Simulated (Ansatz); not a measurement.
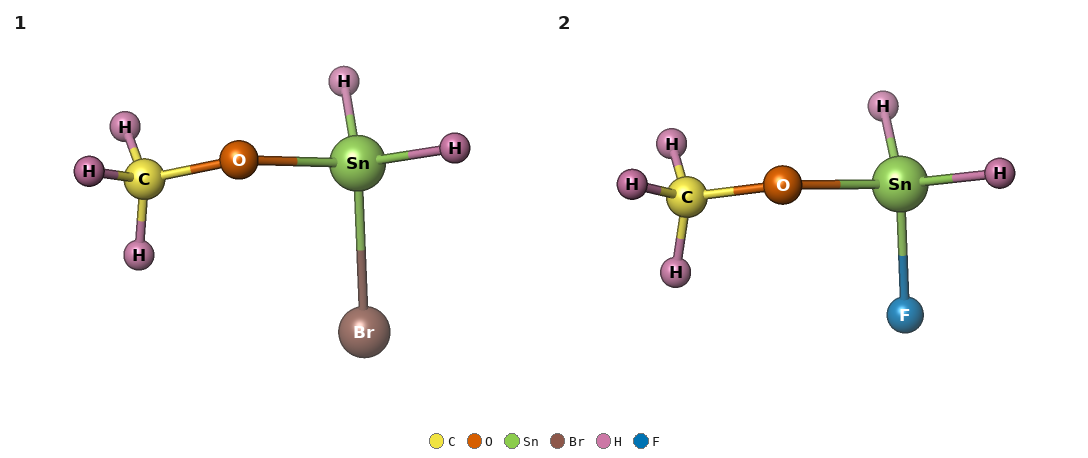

2 molecules with one skeleton, seen from the same side and at one scale. Charge 0, singlet. Computed geometries: PBE0-D4/def2-TZVP optimisations, one conformation each. Properties computed with Ansatz 0.2.0. Elements past Kr carry core potentials.

One atom differs, called X below: Br in panel 1, F in panel 2. Their formulas are CH5BrOSn (`C[O][SnH2][Br]`), CH5FOSn (`C[O][SnH2][F]`).

**In which is the length of X–Sn larger (PBE0-D4/def2-TZVP)?**

In panel 1 (X = Br).

**In which is the dipole moment larger (r2SCAN-D4/def2-TZVPP)?**

In panel 2 (X = F).

Give the values. With PBE0-D4/def2-TZVP: length of X–Sn (Å), mean angle X–Sn–H (°). With ωB97M-V/def2-QZVPP: HOMO energy (Kohn–Sham orbital) (eV), HOMO–LUMO gap (eV). With r2SCAN-D4/def2-TZVPP: dipole moment (D).

```json
{"quantity": "length of X–Sn (Å)", "1 (Br)": "2.480", "2 (F)": "1.923", "2 − 1": "−0.557"}
{"quantity": "mean angle X–Sn–H (°)", "1 (Br)": "108.1", "2 (F)": "105.9", "2 − 1": "−2.2"}
{"quantity": "HOMO energy (Kohn–Sham orbital) (eV)", "1 (Br)": "−10.37", "2 (F)": "−10.49", "2 − 1": "−0.12"}
{"quantity": "HOMO–LUMO gap (eV)", "1 (Br)": "10.95", "2 (F)": "11.24", "2 − 1": "+0.29"}
{"quantity": "dipole moment (D)", "1 (Br)": "1.81", "2 (F)": "2.30", "2 − 1": "+0.49"}
```
